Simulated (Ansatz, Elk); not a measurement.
## How far do independent atoms describe MnAl2?

Structure refinements treat a crystal as free atoms side by side. For a made-up structure of MnAl2 (cell and positions from a PBEsol relaxation) the runs below show what the calculated density changes in F(hkl).

Main program and level: Elk 11.2.3 (patched build); DFT, PBE, all-electron APW+lo, Dirac cores, scalar-relativistic bands, static density, ferromagnetic start.

The structure was built from a prototype and need not be the compound's stable phase.

## Step 1: Set-up

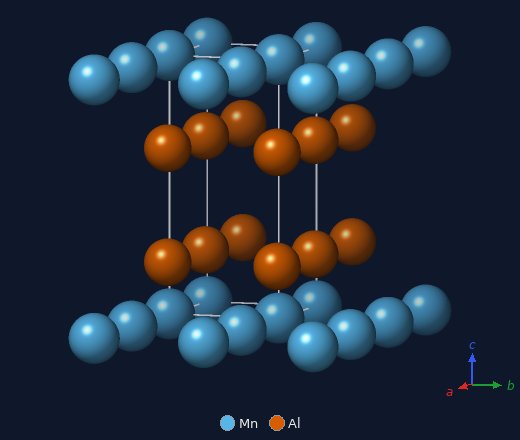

The cell as given, slightly off an axis (manganese blue, aluminium orange). 3×2×1 cells are drawn. Some periodic images of atoms are drawn too.

## Step 2: Ground state and structure factors

An all-electron density is needed, since X-rays see the cores too. Task 0 finds the density and task 195 Fourier-transforms it; tshift is off so that phases refer to the origin typed.

File elk.in:

```
tasks
  0
  195
  196

xctype
  20

spinpol
  .true.

rgkmax
  7.0

gmaxvr
  14.0

lmaxo
  7

lmaxapw
  8

swidth
  0.002

tshift
  .false.

ramdisk
  .false.

hmaxvr
  5.5

maxscl
  120

epspot
  1e-06

reducebf
  0.8

sppath
  './'

avec
  5.11240095541 0.00000000000 0.00000000000
  0.00000000000 5.11240095541 0.00000000000
  0.00000000000 0.00000000000 11.50076749479

atoms
  2
  'Mn.in'
  1
  -0.0000000000 0.0000000000 0.0000000000   0.000000 0.000000 -0.100000
  'Al.in'
  2
  0.5000000000 0.5000000000 0.7206194967   0.000000 0.000000 0.000000
  0.5000000000 0.5000000000 0.2793805033   0.000000 0.000000 0.000000

ngridk
  7 7 3
```

Command:

```
OMP_NUM_THREADS=4 elk
```

Numbers of over 12 decimals in the logs are rounded to 6 here.

The log of the run:

```text
┌─────────────────────────┐
│ Elk code version 11.2.3 │
└─────────────────────────┘

All units are atomic (Hartree, Bohr, etc.)

┌─────────────────────────────────────────────────┐
│ Ground-state run starting from atomic densities │
└─────────────────────────────────────────────────┘

Lattice vectors :
   5.112400955       0.000000000       0.000000000
   0.000000000       5.112400955       0.000000000
   0.000000000       0.000000000       11.50076749

Reciprocal lattice vectors :
   1.229008711       0.000000000       0.000000000
   0.000000000       1.229008711       0.000000000
   0.000000000       0.000000000      0.5463274786

Unit cell volume      :    300.5914603
Brillouin zone volume :   0.8252071206

Muffin-tin inner radius fraction :   0.1000000000E-01

Nuclei treated as point charges

Species : 1 (Mn)
 parameters loaded from : Mn.in
 name : manganese
 nuclear charge    :   -25.00000000
 electronic charge :    25.00000000
 atomic mass :    100145.9370
 muffin-tin radius :    2.400000000
 number of radial points in muffin-tin :    993
 inner part over the whole radius :   0.9953723401E-02
 number on inner part of muffin-tin    :    700
 approximate nuclear radius :   0.7074591925E-04
 number of mesh points to nuclear radius :    330
 atomic positions (lattice), magnetic fields (Cartesian) :
  1 :   0.00000000  0.00000000  0.00000000    0.00000000  0.00000000 -0.10000000

Species : 2 (Al)
 parameters loaded from : Al.in
 name : aluminium
 nuclear charge    :   -13.00000000
 electronic charge :    13.00000000
 atomic mass :    49184.33496
 muffin-tin radius :    2.200000000
 number of radial points in muffin-tin :    793
 inner part over the whole radius :   0.9821194981E-02
 number on inner part of muffin-tin    :    552
 approximate nuclear radius :   0.5839653600E-04
 number of mesh points to nuclear radius :    244
 atomic positions (lattice), magnetic fields (Cartesian) :
  1 :   0.50000000  0.50000000 -0.27938050    0.00000000  0.00000000  0.00000000
  2 :   0.50000000  0.50000000  0.27938050    0.00000000  0.00000000  0.00000000

Total number of atoms per unit cell :    3
Total muffin-tin volume :    147.1103120
 ratio of muffin-tin to unit cell volume :   0.4894028321

Spin treatment :
 spin-polarised
 global magnetic field (Cartesian) :    0.000000000       0.000000000       0.000000000
 collinear magnetisation in z-direction

Number of Bravais lattice symmetries :   16
Number of crystal symmetries         :   16
Crystal has inversion symmetry
Real symmetric eigensolver will be used

k-point grid :      7     7     3
k-point offset :    0.000000000       0.000000000       0.000000000
k-point set is reduced with full crystal symmetry group
Total number of k-points :       20

Muffin-tin radius times maximum |G+k| :    7.000000000
 using average radius
Maximum |G+k| for APW functions       :    3.088235294
Maximum (1/2)|G+k|²                   :    4.768598616
Maximum |G| for potential and density :    14.00000000
Constant for pseudocharge density :    8
 order of it for each species :   15  15
 order of it for pair densities of each species (exact exchange by exxq0 0: 16) :   11   9
Radial integration step length :    1

G-vector grid sizes :     24    24    54
Number of G-vectors :    13951

Maximum angular momentum used for
 APW functions            :    8
 outer part of muffin-tin :    7
 inner part of muffin-tin :    2

Total nuclear charge    :   -51.00000000
Total core charge       :    18.00000000
Total valence charge    :    33.00000000
Total excess charge     :    0.000000000
Total electronic charge :    51.00000000

Effective Wigner radius, rₛ :    1.120570756

Number of empty states         :     36
Total number of valence states :    106
Total number of core states    :     18

Third-order local-orbitals added for an l without core states : T
Total number of local-orbitals :     43

Exchange-correlation functional :     20     0     0
 Perdew-Burke-Ernzerhof, Phys. Rev. Lett. 77, 3865 (1996)
[...]
atom 2                    :  -0.3934348860E-01
 total in muffin-tins        :    1.909605445
 total moment                :    1.867513416

RMS change in Kohn-Sham potential (target) :    3.071961054     (  0.1000000000E-05)
Absolute change in total energy (target)   :    1.487245794     (  0.1000000000E-03)

[... loops 3 to 18 left out ...]

┌──────────────────┐
│ Loop number : 19 │
└──────────────────┘

Energies :
 Fermi                       :     0.268128
 sum of occupied eigenvalues :     -932.03729955158
 electron kinetic            :      1659.8683204686
 core electron kinetic       :      1415.8689369854
 Coulomb                     :     -3214.5327039105
 Coulomb potential           :     -2475.8349882365
 nuclear-nuclear             :     -253.19485846622
 electron-nuclear            :     -3455.0050030928
 Hartree                     :      493.66715764851
 Madelung                    :     -1976.6152097923
 xc potential                :     -115.98411036084
 xc effective B-field        :    -0.86509751022750E-01
 external B-field            :      0.000000
 exchange                    :     -87.476131874878
 correlation                 :     -2.173429
 electron entropic           :    -0.25750270304493E-03
 total energy                :     -1644.3142019063
 (external B-field energy excluded from total)

Density of states at Fermi energy :    16.53206765
 (states/Hartree/unit cell)

Estimated indirect band gap :   0.8354661857E-02
 from k-point 13 to k-point 19
Estimated direct band gap   :   0.1583876865E-01
 at k-point 20

Charges :
 core                        :    18.00000000
 valence                     :    33.00000000
 interstitial                :    4.238432671
 muffin-tins (core leakage)
  species : 1 (Mn)
[...]
species : 2 (Al)
[...]
total in muffin-tins        :    46.76156733
 total calculated charge     :    50.99877324
 total charge                :    51.00000000
 error                       :   0.1226760910E-02

Moments :
 interstitial                :  -0.4912739065E-01
 muffin-tins
  species : 1 (Mn)
[...]
species : 2 (Al)
[...]
total in muffin-tins        :    1.947827330
 total moment                :    1.898699939

RMS change in Kohn-Sham potential (target) :   0.6411356476E-06 (  0.1000000000E-05)
Absolute change in total energy (target)   :   0.6592013960E-05 (  0.1000000000E-03)

Convergence targets achieved

┌──────────────────┐
│ Loop number : 20 │
└──────────────────┘

Energies :
 Fermi                       :     0.268128
 sum of occupied eigenvalues :     -932.03729556739
 electron kinetic            :      1659.8683144997
 core electron kinetic       :      1415.8689417607
 Coulomb                     :     -3214.5326936363
 Coulomb potential           :     -2475.8350008018
 nuclear-nuclear             :     -253.19485846622
 electron-nuclear            :     -3455.0049700204
 Hartree                     :      493.66713485038
 Madelung                    :     -1976.6151932354
 xc potential                :     -115.98409431585
 xc effective B-field        :    -0.86507609848998E-01
 external B-field            :      0.000000
 exchange                    :     -87.476129512241
 correlation                 :     -2.173429
 electron entropic           :    -0.25751736867895E-03
 total energy                :     -1644.3141953942
 (external B-field energy excluded from total)

Density of states at Fermi energy :    16.53339068
 (states/Hartree/unit cell)

Estimated indirect band gap :   0.8353965311E-02
 from k-point 13 to k-point 19
Estimated direct band gap   :   0.1583968603E-01
 at k-point 20

Charges :
 core                        :    18.00000000
 valence                     :    33.00000000
 interstitial                :    4.238433431
 muffin-tins (core leakage)
  species : 1 (Mn)
   atom 1                    :    24.12026276     ( -0.2246775281E-06)
  species : 2 (Al)
   atom 1                    :    11.32065190     (  0.4787857351E-03)
   atom 2                    :    11.32065190     (  0.4787857351E-03)
 total in muffin-tins        :    46.76156657
 total calculated charge     :    50.99877324
 total charge                :    51.00000000
 error                       :   0.1226760137E-02

Moments :
 interstitial                :  -0.4911905008E-01
 muffin-tins
  species : 1 (Mn)
   atom 1                    :    2.052823181
  species : 2 (Al)
   atom 1                    :  -0.5250818280E-01
   atom 2                    :  -0.5250818280E-01
 total in muffin-tins        :    1.947806815
 total moment                :    1.898687765

┌──────────────────────────────┐
│ Self-consistent loop stopped │
└──────────────────────────────┘

Warning : core states of species 2 leak from the muffin-tin :   0.4787857351E-03

Wrote STATE.OUT
```

The job ended after 48 s (4 threads of Arm Neoverse V1, shared host; peak memory 0.21 GiB).

SFACRHO.OUT:

```text

h k l indices transformed by vhmat matrix:
   1.000000000       0.000000000       0.000000000    
   0.000000000       1.000000000       0.000000000    
   0.000000000       0.000000000       1.000000000    

      h      k      l  multipl.   |H|            Re(F)            Im(F)           |F|

      0      0      0      1   0.0000000       50.999999      0.27157567E-16   50.999999    
      0      0     -1      2  0.54632748       19.236398      -0.0000000       19.236398    
      0      0     -2      2   1.0926550       2.0179395      0.78216459E-14   2.0179395    
      0     -1      0      4   1.2290087      0.74150070      0.57974426E-14  0.74150070    
      1      0     -1      8   1.3449670       22.224061      -0.0000000       22.224061    
      0      0     -3      2   1.6389824       25.975370     -0.83430890E-14   25.975370    
      1      0      2      8   1.6444930       32.999625      0.13036077E-13   32.999625    
     -1     -1      0      4   1.7380808       33.324221     -0.10648529E-13   33.324221    
     -1      1      1      8   1.8219217       13.422974     -0.10428861E-14   13.422974    
      1      0     -3      8   2.0485912       7.3231797      0.52144306E-14   7.3231797    
     -1     -1      2      8   2.0530026       1.0408553      0.62573168E-14   1.0408553    
      0      0      4      2   2.1853099       26.082241      0.93859751E-14   26.082241    
      1      1     -3      8   2.3889722       21.644714      0.20857723E-14   21.644714    
     -2      0      0      4   2.4580174       28.048159     -0.91787934E-14   28.048159    
      0     -1      4      8   2.5071980       3.2051984     -0.20857723E-14   3.2051984    
      2      0     -1      8   2.5179999       10.985132     -0.20857723E-14   10.985132    
      2      0     -2      8   2.6899339      0.39544678     -0.52144306E-14  0.39544678    
      0      0     -5      2   2.7316374       2.1426445      0.19293393E-13   2.1426445
```

Elk indexes on the primitive cell of elk.in and gives |H| = 4π sin θ/λ in inverse bohr. Below, one row stands for each form hkl of the conventional cell (m members, Friedel mates merged), F is for one primitive cell and the density is static (no thermal factor). Free-atom factors are Waasmaier and Kirfel's, and R is Σm||F|−|F'||/Σm|F|.

```tsv
hkl	m	sin θ/λ (Å⁻¹)	abs F, DFT	neutral atoms	diff.
001	2	0.082	19.236	18.970	+0.266
002	2	0.164	2.018	2.017	+0.001
100	4	0.185	0.742	0.722	+0.019
101	8	0.202	22.224	22.290	-0.066
003	2	0.246	25.975	26.431	-0.455
102	8	0.247	33.000	33.305	-0.305
110	4	0.261	33.324	33.649	-0.325
111	8	0.274	13.423	13.604	-0.181
103	8	0.308	7.323	7.375	-0.052
112	8	0.309	1.041	1.040	+0.000
004	2	0.329	26.082	26.123	-0.041
113	8	0.359	21.645	21.682	-0.038
200	4	0.370	28.048	28.014	+0.034
104	8	0.377	3.205	3.238	-0.033
201	8	0.379	10.985	11.006	-0.021
202	8	0.405	0.395	0.390	+0.005
005	2	0.411	2.143	2.163	-0.020
210	8	0.413	0.551	0.537	+0.014
```

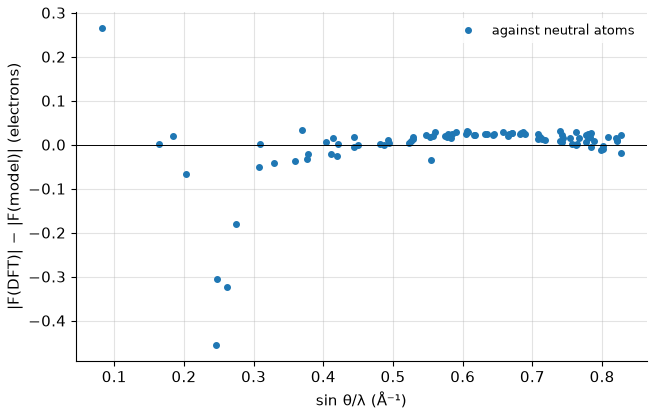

Difference between the calculated structure factors and the independent-atom ones.

## Step 3: The magnetisation density

The same run holds the spin density, and task 196 transforms it. The order is that of the start, and no other was tried.

SFACMAG_1.OUT:

```text

h k l indices transformed by vhmat matrix:
   1.000000000       0.000000000       0.000000000    
   0.000000000       1.000000000       0.000000000    
   0.000000000       0.000000000       1.000000000    

      h      k      l  multipl.   |H|            Re(F)            Im(F)           |F|

      0      0      0      1   0.0000000       1.8986879      0.52702389E-18   1.8986879    
      0      0     -1      2  0.54632748       1.9870102     -0.19350426E-16   1.9870102    
      0      0     -2      2   1.0926550       1.6254287     -0.16040485E-16   1.6254287    
      0     -1      0      4   1.2290087       1.4916899     -0.26697118E-17   1.4916899    
      1      0     -1      8   1.3449670       1.3592064      0.81475479E-17   1.3592064    
      0      0     -3      2   1.6389824       1.0896380      0.10693657E-16   1.0896380    
      1      0      2      8   1.6444930       1.0984133     -0.94206022E-17   1.0984133    
     -1     -1      0      4   1.7380808       1.0715003     -0.21916337E-17   1.0715003    
     -1      1      1      8   1.8219217      0.97996968      0.50922174E-17  0.97996968    
      1      0     -3      8   2.0485912      0.79453248      0.76383261E-17  0.79453248    
     -1     -1      2      8   2.0530026      0.80955459      0.61106609E-17  0.80955459    
      0      0      4      2   2.1853099      0.69044206     -0.61106609E-17  0.69044206    
      1      1     -3      8   2.3889722      0.63522134     -0.69381462E-17  0.63522134    
     -2      0      0      4   2.4580174      0.47186169      0.52393906E-17  0.47186169    
      0     -1      4      8   2.5071980      0.54485900      0.19350426E-16  0.54485900    
      2      0     -1      8   2.5179999      0.46388714      0.50922174E-17  0.46388714
```

The total moment is 1.90 μB a cell; sphere moments: Mn1 +2.05, Al2 -0.05, Al3 -0.05 μB. Polarised neutrons measure spin and orbital magnetisation together; without spin-orbit coupling the run gives the spin part. With nearly all of the moment on one atom, abs F_M/F_M(0) is close to a form factor, set here beside ⟨j0⟩ of the free Mn2+ ion, taken for comparison since the valence isn't defined:

```tsv
hkl	sin θ/λ (Å⁻¹)	abs F_M (μB)	F_M/F_M(0)	⟨j0⟩
001	0.082	1.987	1.047	0.928
002	0.164	1.625	0.856	0.750
100	0.185	1.492	0.786	0.698
101	0.202	1.359	0.716	0.652
003	0.246	1.090	0.574	0.540
102	0.247	1.098	0.579	0.538
110	0.261	1.071	0.564	0.503
111	0.274	0.980	0.516	0.473
103	0.308	0.794	0.418	0.398
112	0.309	0.810	0.426	0.397
004	0.329	0.690	0.364	0.356
113	0.359	0.635	0.335	0.300
200	0.370	0.472	0.249	0.282
104	0.377	0.545	0.287	0.270
```

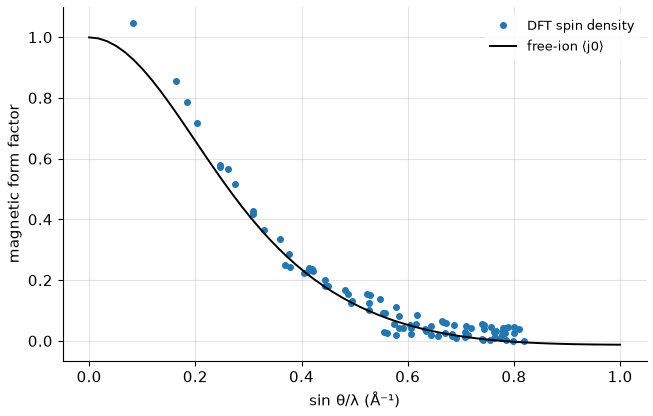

Magnetic form factor from the spin density.

## Step 4: The highest occupied states alone

An energy window below the Fermi level keeps the highest occupied states, to see at which angles they scatter; shallow core shells can lie inside it and anion s states outside. No new self-consistency is needed.

Edit elk.in of step 2 so:

```diff
@@ -1,5 +1,3 @@
 tasks
-  0
   195
-  196
 
@@ -44,2 +42,5 @@
 
+wsfac
+  -0.283110 0.568130
+
 sppath
```

Command:

```
OMP_NUM_THREADS=4 elk
```

The log of the run:

```text
┌─────────────────────────────────┐
│ Elk code version 11.2.3 started │
└─────────────────────────────────┘

Info(readinput): the functional depends on the density's gradient
 muffin-tin radial points multiplied by    2.00000
 (not where nrmtscf is given)

┌────────────────────┐
│ Current task : 195 │
└────────────────────┘

Info(sfacrho): density structure factors written to SFACRHO.OUT

 Energy window :  -0.2831100000      0.5681300000

┌──────────────────┐
│ Elk code stopped │
└──────────────────┘
```

Elapsed: 3.8 s, on 4 threads; peak memory 0.16 GiB.

States within 15 eV below the Fermi level hold 13.00 electrons; any levels below the window count with the cores. Their amplitudes can exceed the total, where window and core parts have opposite phase:

```tsv
hkl	sin θ/λ (Å⁻¹)	abs F, window	abs F, all
001	0.082	5.239	19.236
002	0.164	2.844	2.018
100	0.185	2.824	0.742
101	0.202	3.097	22.224
003	0.246	2.040	25.975
102	0.247	2.168	33.000
110	0.261	1.932	33.324
111	0.274	2.020	13.423
103	0.308	1.841	7.323
112	0.309	1.929	1.041
```

[end of part 1 of 2]

[Logs are printed without paths, hosts, clocks, repeated set-up lines and the standing remarks that a program may print on its own settings, such as how far it seeks lower states.]

[Hosts, paths, dates, database ids (printed as entryN), source tags and the programs' standing remarks are cut or masked in the printed files.]
